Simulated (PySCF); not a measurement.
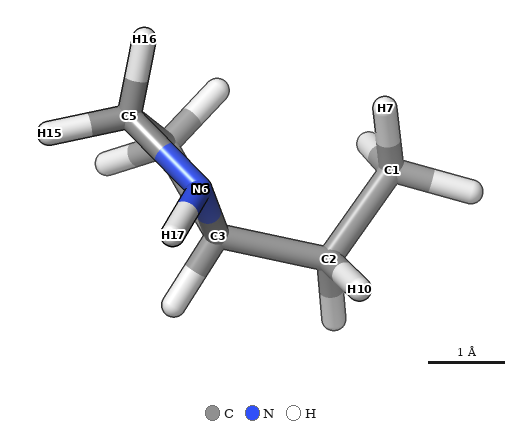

*The structure as given in the input (stick view, seen at a tilt; atoms are numbered from 1 in the order of the input).*

Run report: C5H11N, NMR shielding calculation

The run: NMR shielding calculation of C5H11N. Method and program: GIAO PBE0/pcSseg-1 NMR shielding, non-relativistic, gas phase (PySCF 2.14.0).

The geometry comes from this level: GFN2-xTB, NEB image 6 of 0 to 8. It belongs to a series of runs on one base structure; here: NEB image 6 of 0 to 8. Figures and captions count atoms from 1; the log counts them from 0 in places.

Log
```
coarse grid: 13312 points
cycle   1  E = -251.4470622197  dE =  6.345e-01  |g| = 4.198e-01  |ddm| = 3.504e+00
cycle   2  E = -251.4333155380  dE =  1.375e-02  |g| = 4.993e-01  |ddm| = 8.777e-01
cycle   3  E = -251.4933754697  dE = -6.006e-02  |g| = 4.761e-02  |ddm| = 4.944e-01
cycle   4  E = -251.4937148318  dE = -3.394e-04  |g| = 2.276e-02  |ddm| = 5.083e-02
cycle   5  E = -251.4938209436  dE = -1.061e-04  |g| = 5.549e-03  |ddm| = 2.308e-02
cycle   6  E = -251.4938273598  dE = -6.416e-06  |g| = 8.026e-04  |ddm| = 5.109e-03
final grid: 126128 points
cycle   7  E = -251.5303929961  dE = -4.586e-05  |g| = 9.543e-03  |ddm| = 3.385e-02
cycle   8  E = -251.5303826966  dE =  1.030e-05  |g| = 1.163e-02  |ddm| = 1.885e-02
cycle   9  E = -251.5304163623  dE = -3.367e-05  |g| = 6.113e-04  |ddm| = 1.055e-02
cycle  10  E = -251.5304164318  dE = -6.950e-08  |g| = 2.324e-04  |ddm| = 7.572e-04
cycle  11  E = -251.5304164429  dE = -1.104e-08  |g| = 6.167e-05  |ddm| = 2.350e-04
cycle  12  E = -251.5304164436  dE = -7.454e-10  |g| = 1.710e-05  |ddm| = 6.791e-05
```

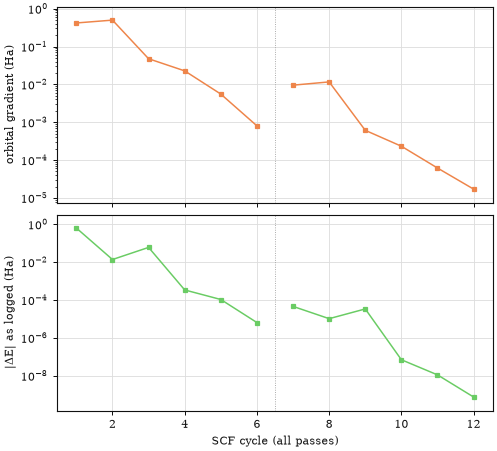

*Convergence of the self-consistent field: orbital gradient and size of the energy change against the SCF cycle. The dotted line marks the change from a coarse to the final integration grid.*

The first 6 cycles use a coarse grid, the final grid takes over at cycle 7, and the field converges after 12 cycles in all.

```
converged SCF energy = -251.5304164436

GIAO shielding tensors (ppm)
atom      isotropic    diamagn.    paramagn.     s11        s22        s33       span
  0 C      176.560     247.160     -70.600    169.742    177.856    182.082     12.339
  1 C      154.648     245.428     -90.780    140.681    151.310    171.954     31.274
  2 C      126.795     245.910    -119.115    103.034    127.691    149.662     46.628
  3 C      166.137     248.840     -82.703    151.271    164.627    182.513     31.242
  4 C      141.029     247.170    -106.141    118.495    134.042    170.549     52.054
  5 N      219.157     319.743    -100.586    168.956    227.459    261.057     92.102
  6 H       30.201      30.265      -0.064     25.901     29.393     35.308      9.407
  7 H       30.665      27.955       2.710     25.978     27.938     38.080     12.102
  8 H       30.844      30.332       0.512     26.507     29.396     36.630     10.123
  9 H       30.329      30.543      -0.214     25.889     29.348     35.751      9.861
 10 H       30.261      30.713      -0.452     25.008     29.224     36.551     11.543
 11 H       27.458      32.163      -4.704     23.601     27.836     30.938      7.337
 12 H       29.857      30.470      -0.613     25.969     27.632     35.969     10.000
 13 H       29.403      31.652      -2.249     25.670     29.892     32.645      6.975
 14 H       27.992      29.548      -1.556     25.021     26.004     32.950      7.930
 15 H       28.206      28.903      -0.697     24.560     25.497     34.561     10.000
 16 H       30.892      33.068      -2.176     23.921     28.713     40.044     16.123
```

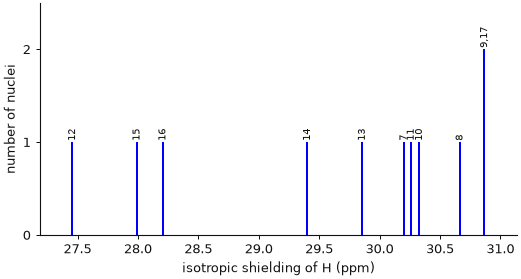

*Isotropic shieldings of the hydrogen nuclei in this fixed geometry, labelled by atom number; shielding grows to the right, so chemical shift grows to the left.*

The least shielded is H12 (27.5 ppm), the most shielded H17 (30.9 ppm).

This output came from the following input.

Input file
```
{"job": {"kind": "nmr", "xc": "PBE0", "basis": "pcSseg-1", "pop": false}, "charge": 0, "multiplicity": 1}
C      1.946300     0.096100     0.765200
C      1.170700    -0.826100    -0.166300
C     -0.284600    -0.419100    -0.413100
C     -0.745500     1.041800    -0.248300
C     -1.878000     0.489900     0.624700
N     -1.190600    -0.800700     0.678100
H      1.417900     0.215600     1.706500
H      2.928100    -0.326500     0.968300
H      2.091100     1.072700     0.308400
H      1.144600    -1.828500     0.267900
H      1.693000    -0.888100    -1.123200
H     -0.595300    -0.818400    -1.390800
H     -1.045100     1.548000    -1.162600
H     -0.052600     1.661300     0.309300
H     -2.850500     0.480900     0.119300
H     -1.995900     0.936600     1.614800
H     -1.760500    -1.623400     0.518500
```

The first line tells a small driver script what to run in PySCF; the rest is the geometry in Å.

Command:
```bash
OMP_NUM_THREADS=1 python <driver script> task.json out
```

Results in brief

```csv
quantity,value
outcome,converged
total energy,−251.530416 hartree
HOMO,−6.30 eV
LUMO,1.36 eV
dipole moment,1.24 D
"isotropic shielding, C",126.8 to 176.6 ppm
"isotropic shielding, N",219.2 ppm
"isotropic shielding, H",27.5 to 30.9 ppm
hardware,"1 CPU thread, shared host"
wall time,25 s
peak memory,0.79 GiB
```
